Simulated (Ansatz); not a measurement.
# H₅InOSi (SMILES [SiH3][O][InH2]): what the fields show

```xyz
8

Si   -0.7530    1.1243   -0.4236
O     0.5865    0.3448    0.0551
In    1.1317   -1.4947    0.5927
H    -1.9356    0.2104   -0.4854
H    -0.5654    1.7123   -1.7803
H    -1.0857    2.2302    0.5186
H     2.7897   -1.5279    0.9744
H    -0.1682   -2.5994    0.5484
```

Geometry: PBE0-D4/def2-TZVP; core potentials replace the inner electrons of In.

These are results of RKS PBE0-D4/def2-TZVPP in Ansatz 0.2.0, not measurements.

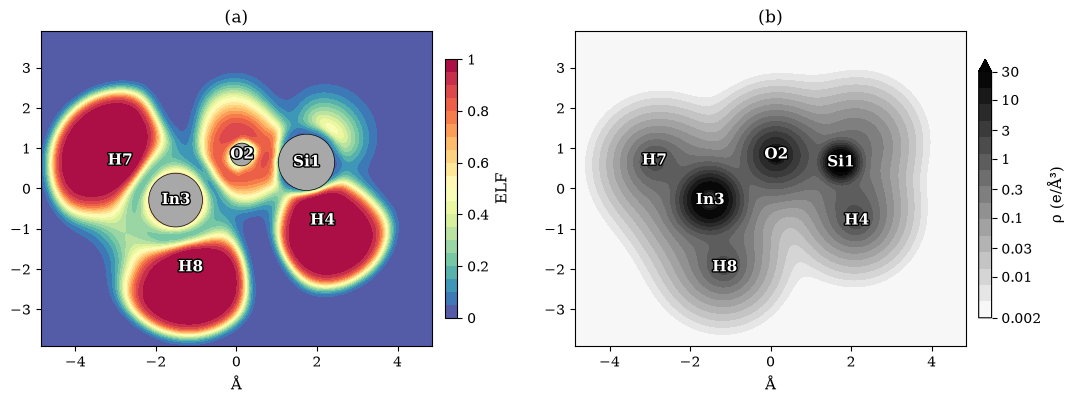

Figure 1. (a) ELF; (b) electron density on the plane of atoms O2, In3 and H7. Grey discs cover the atomic cores in the ELF map.

> What does the map show?

- Atoms in the plane: Si, O, In and H.
- Si–O (1.62 Å): ρ at the midpoint is about 1.2 e/Å³; the ELF peaks at about 0.85 between the atoms (a short, strongly polar bond).
- In–O (1.99 Å): ρ is about 0.74 e/Å³ halfway; the ELF peaks at about 0.80 in the valence shell of O, 0.6 Å from its nucleus, and drops to about 0.15 between the two atoms.
- Si–H (1.50 Å): ρ is about 0.79 e/Å³ halfway; the ELF climbs to about 1 towards the hydrogen, as it does in any bond to H.
- In–H (1.70 Å): ρ at the midpoint is about 1.3 e/Å³; the ELF climbs to about 1 towards the hydrogen.
- The ELF also peaks beside O2, away from the bonds: lone-pair regions.

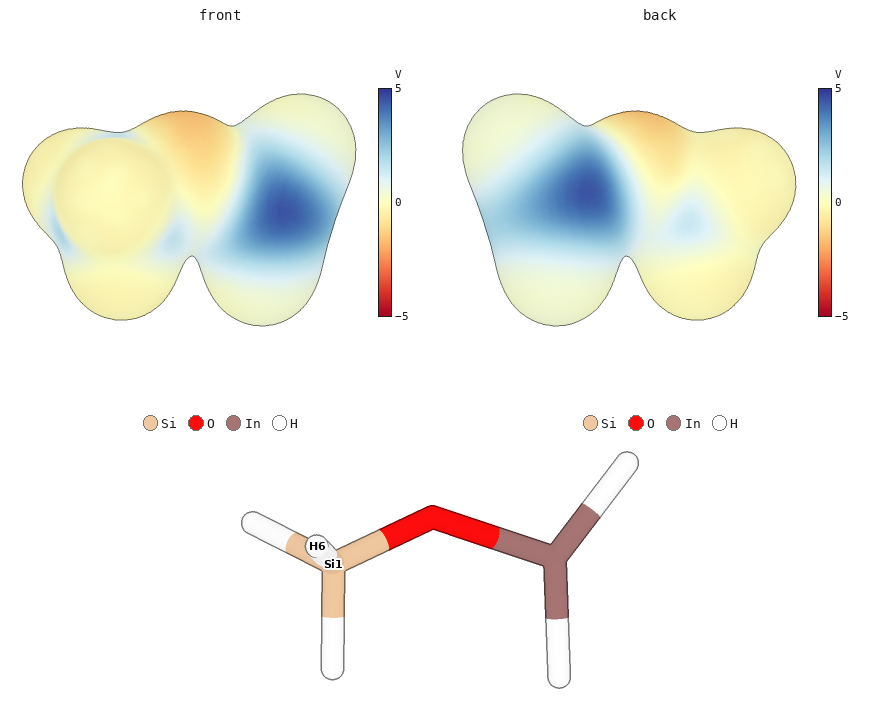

Figure 2. The electrostatic potential painted on the density surface at 0.004 e/bohr³, seen from the front and from behind; red is negative and blue positive. The bare structure is drawn below in the same view.

> Where is the surface potential most negative and most positive?

The most negative region (about −1.5 V) lies over O2, the most positive (about +4.4 V) over In3. O2 is the likeliest acceptor of a hydrogen bond.

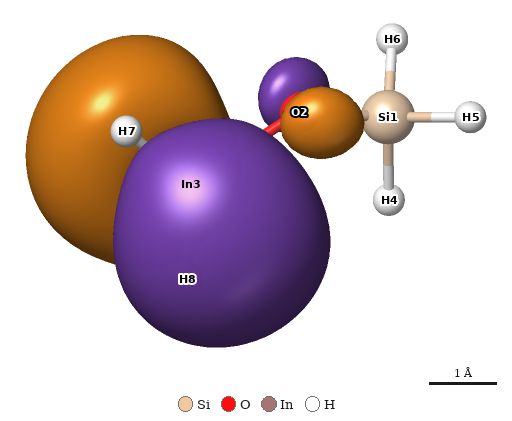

Figure 3. The LUMO at ±0.08 Å⁻³ᐟ² (orange and purple are the two phases), seen at an oblique angle.

> Describe this orbital and give its energy.

It lies mainly on In3 (about 85 %). Its energy is −1.79 eV.
